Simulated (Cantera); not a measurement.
Charge: 1 mol HI, 0.18 mol O2, 0.071 mol H2, held at 1.33 mbar.

Equilibrium computed with Cantera from the NASA thermochemical tables; the gas is ideal and each condensed phase is pure. Candidate condensed phases: H2O, I2; 12 gas species. Rates play no part.

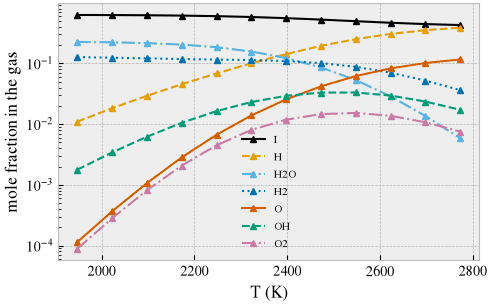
Equilibrium gas composition (values under 1e-9 drawn at 1e-9)

From 1948 K to 2773 K nothing is condensed.
